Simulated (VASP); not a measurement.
Energy against volume of BaTiO₃ (cubic perovskite). Calculation: PBE GGA with D3 dispersion (zero damping), VASP's PBE PAW potentials (set 64) (plane waves; VASP).

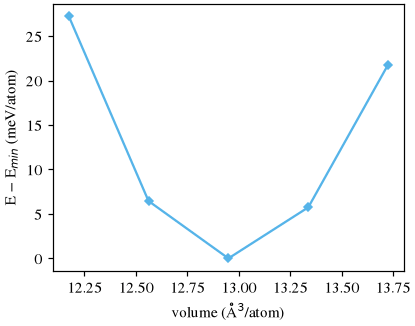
Energy against volume

Estimate the equilibrium volume and the bulk modulus.

The minimum lies near 13.0 Å³/atom, and the curvature gives B0 of about 170 GPa.

Measured: bulk modulus 162 GPa (computed value off by +3.1 %), as given by Yu-ichiro Matsushita et al., Physical Review B (2011), arXiv:1104.2769; a 4.001 Å (computed value off by +0.4 %), as given by Yubo Zhang et al., Physical Review B (2017), arXiv:1702.04817. The calculation is for a static lattice, while the measured bulk modulus, a hold thermal and zero-point effects, which are part of the difference.

The compound is BaTiO3 in the cubic perovskite structure, the ideal cubic form; the compound distorts at low or room temperature. It was relaxed first.
